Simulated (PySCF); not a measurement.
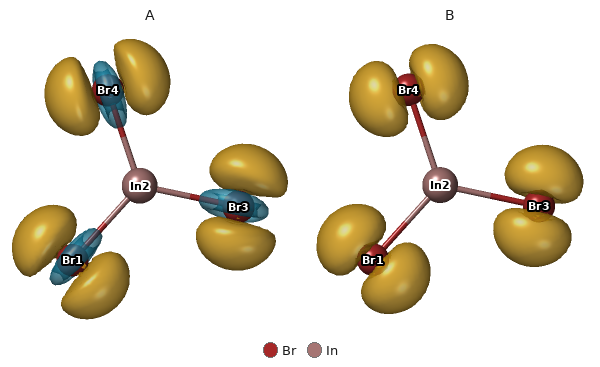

*Br3In, SMILES `Br[In](Br)Br`. The Fukui function f⁻ from two separate SCF calculations and the density of the HOMO, at ±0.015 e/Å³ (yellow positive, teal negative).*

PySCF calculation, B3LYP/def2-SVPD, gas phase; geometry: GFN2-xTB. Core potentials replace the inner electrons of In; spin–orbit coupling isn't included. No frequency check shows the geometry to be a minimum. GFN2-xTB bond lengths at metals and heavier atoms can be off by up to 0.1 Å and shapes distorted, which carries into these values.

Geometry (Å), atoms numbered from 1:

```
Br1      1.4074   -2.0564    0.0000
In2     -0.0011    0.0000    0.0000
Br3      1.0780    2.2466    0.0000
Br4     -2.4838   -0.1902    0.0000
```

> Which panel is which, and how good is the frozen-orbital picture?

A is f⁻ (it has negative regions), B the HOMO density. The HOMO lies on Br1, Br3 and Br4 (32 % each); f⁻ (Hirshfeld-condensed) is largest on Br1, Br3 and Br4 (0.30 each); the vertical ionisation energy is 10.42 eV (the stability of the cation's solution wasn't checked). Relaxation shifts 7 % of the electron between atoms. The orbital energy is −8.47 eV.

The PySCF run took 94 s on 1 thread of Arm Neoverse V2, with other jobs on the host, peak memory 0.74 GiB.
